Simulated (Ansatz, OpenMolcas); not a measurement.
## Strength of the O–H bond: HNO2 → H + NO2

Species: HNO2 (nitrous acid) `O=NO`, singlet; H atom, doublet; NO2 (nitrogen dioxide) `[O]N=O`, doublet. 

Shapes, held fixed at every level: PBE0-D4/def2-TZVP. Flexible molecules stand in one conformer, not always the lowest. Programs: Ansatz 0.2.0, OpenMolcas 26.06. Electronic energies: no zero-point or thermal term.

```json
{"level": "MP2/STO-3G", "kind": "perturbation theory", "ΔE (kJ/mol)": "+476.1"}
{"level": "r2SCAN/STO-3G", "kind": "meta-GGA", "ΔE (kJ/mol)": "+414.6"}
{"level": "BHLYP/STO-3G", "kind": "global hybrid", "ΔE (kJ/mol)": "+465.1"}
{"level": "HSE06/STO-3G", "kind": "range-separated hybrid", "ΔE (kJ/mol)": "+426.8"}
{"level": "wB97M-V/STO-3G", "kind": "range-separated hybrid", "ΔE (kJ/mol)": "+472.8"}
{"level": "RPA@PBE/STO-3G", "kind": "RPA", "ΔE (kJ/mol)": "+392.8"}
{"level": "BCCD(T)/STO-3G", "kind": "coupled cluster or CI", "ΔE (kJ/mol)": "+395.1"}
{"level": "B3LYP/6-31G* (Cartesian functions)", "kind": "global hybrid", "ΔE (kJ/mol)": "+322.9"}
```

B3LYP/6-31G* (Cartesian functions) gives ΔE = +322.9 kJ/mol; the levels span +322.9 to +476.1. The median of the levels is +420.7. No measured value is set beside it here. Spin contamination: NO2 (⟨S²⟩ up to 1.18). Open shells run unrestricted. B3LYP/6-31G* (Cartesian functions) lies outside the range of all other levels here, so it shouldn't be taken on trust. Rows in sets without polarisation functions are far from converged.

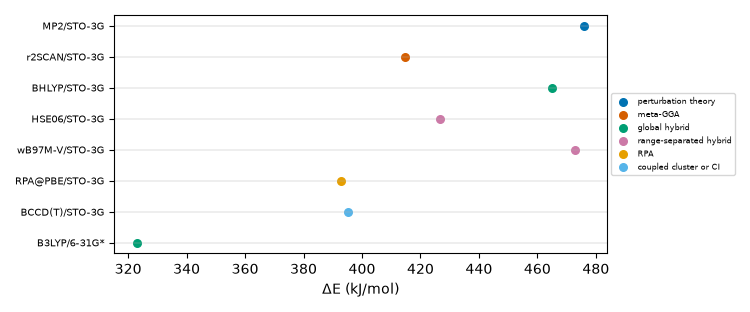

The values of the table, level by level.
